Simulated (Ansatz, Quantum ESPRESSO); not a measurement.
# Predicting the next point of a tunnelling series: vacuum gaps between two V(110) faces

**Set-up.** Quantum ESPRESSO 7.5 (pw.x, pwcond.x), PBE, GBRV ultrasoft; geometry as built. T is the transmission per spin at the Fermi level, averaged over the mesh across the current, in a cell of 6.32 Å². The series steps the width of the vacuum gap.

```
width (Å)      T
        4  0.372
        5  0.223
        6  0.107
```

To predict: What is T at 7 Å?

By hand: In the tunnelling regime ln T falls linearly. The last two rows give a slope of ln(0.223/0.107)/(6 − 5) = 0.734 per Å, so T(7) ≈ 0.107 × exp(−0.734 × 1) = 0.0513.

**Check.** T = 0.0461; the estimate is 1.11 times that. The slope over the last interval is 0.839: steeper than before. Points of the mesh with over 2.5 times the mean carry 67 % of this T, and one passes 0.98: resonant or open transport, which no single decay describes. A second code, Ansatz 0.2.0, gives 0.0414.

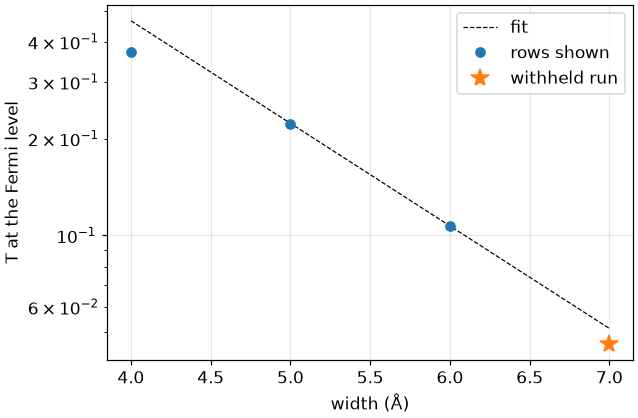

The rows shown, the fit and the withheld run.

Caveats: Short leads, unrelaxed atoms, a barrier without the image potential and an untested mesh.

[Logs are printed without paths, hosts, clocks, repeated set-up lines and the standing remarks that a program may print on its own settings, such as how far it seeks lower states.]
